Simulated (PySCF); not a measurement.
C$_{2}$H$_{6}$Cl$_{2}$Si, SMILES `C[Si](C)(Cl)Cl`.

PySCF calculation, ωB97X/def2-SVP, gas phase; geometry: GFN2-xTB. No frequency check shows the geometry to be a minimum. GFN2-xTB bond lengths at metals and heavier atoms can be off by up to 0.1 Å and shapes distorted, which carries into these values. Without diffuse functions Rydberg states are missing, so the states' numbers hold for this basis only.

Geometry (Å), atoms numbered from 1:

```
C1      -0.0047   -1.3611   -1.5817
Si2      0.0001   -0.3051   -0.0003
C3       0.0054   -1.3627    1.5799
Cl4     -1.6489    0.8847    0.0040
Cl5      1.6484    0.8855   -0.0034
H6      -0.8817   -1.9997   -1.6268
H7      -0.0179   -0.7375   -2.4719
H8       0.8723   -2.0032   -1.6274
H9       0.0183   -0.7401    2.4708
H10      0.8827   -2.0010    1.6243
H11     -0.8713   -1.9975    1.6350
```

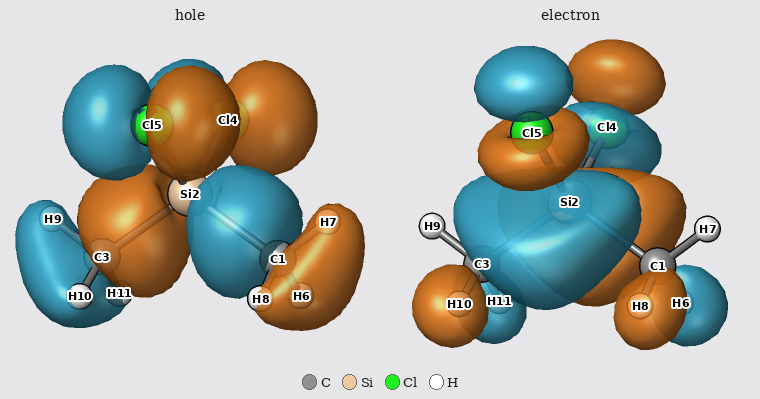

Leading natural transition orbital pair of S₂ (TDA singlet states); the surfaces enclose about 85 % of each orbital's density.

Question: Give its energy and the atoms that hole and electron lie on.

Answer: 9.06 eV (137 nm), f = 0.000 (dark); the leading pair carries 93 %; hole on Cl4 and Cl5 (20 % each), C1 and C3 (18 % each) and Si2 (15 %), electron on Si2 (43 %), Cl4 and Cl5 (15 % each) and C1 and C3 (7 % each); their centroids lie 0.2 Å apart. In canonical orbitals it is mainly HOMO → LUMO+2 (91 %). The HOMO–LUMO gap is 14.47 eV.
